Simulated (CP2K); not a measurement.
Band structure of BN (F-43m, 2 atoms in the cell).

```
BN
1.0
    2.53500     0.00000     0.00000
    1.26750     2.19537     0.00000
    1.26750     0.73179     2.06982
B N
1 1
Cartesian
  0.00000   0.00000   0.00000
  3.80249   2.19537   1.55236
```

Level of theory: PBE, GPW, DZVP-MOLOPT-PBE-GTH basis, GTH-PBE potentials (POTENTIAL_UZH) (CP2K).

Settings: CUTOFF = 400 Ry; REL_CUTOFF = 50 Ry; KPOINTS/SCHEME = MONKHORST-PACK 13 13 13; XC_FUNCTIONAL = PBE; B/BASIS_SET = DZVP-MOLOPT-PBE-GTH-q3; B/POTENTIAL = GTH-PBE-q3; N/BASIS_SET = DZVP-MOLOPT-PBE-GTH-q5; N/POTENTIAL = GTH-PBE-q5; METHOD = GPW; EPS_DEFAULT = 1e-11; EXTRAPOLATION = USE_GUESS; NGRIDS = 5; SCF_GUESS = ATOMIC; EPS_SCF = 1e-06.

The starting cell comes from a database of computed structures (which also holds hypothetical and non-ambient phases and stackings), without a prior relaxation at this level. Its lattice was rescaled by a random factor within 2.5 % of one. Values carry the incompleteness of an atom-centred basis.

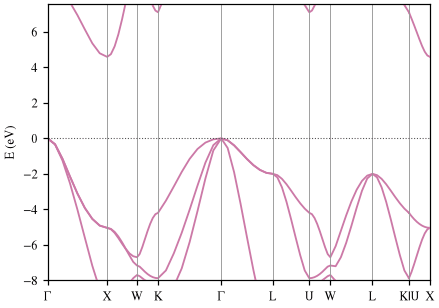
Fig. 1. Bands along the path, energies from the top of the valence band on the SCF mesh.

Task: Read off roughly the gap and where its edges lie.

Result: The gap along the path is about 4.6 eV (computed: 4.59 eV), from Γ to X; the smallest direct gap on it is 8.90 eV.

Levels in eV from the top of the valence band on the SCF mesh, bands 1 to 5:
```tsv
point	1	2	3	4	5
Γ	-20.51	0.00	0.00	0.00	8.90
X	-14.77	-9.08	-5.04	-5.04	4.59
W	-14.44	-7.69	-7.16	-6.69	9.88
K	-14.67	-8.26	-7.87	-4.19	7.10
L	-16.17	-10.92	-2.00	-2.00	10.67
U	-14.67	-8.26	-7.87	-4.19	7.10
```

Higher empty bands are left out: an atom-centred basis made for the valence describes them poorly.
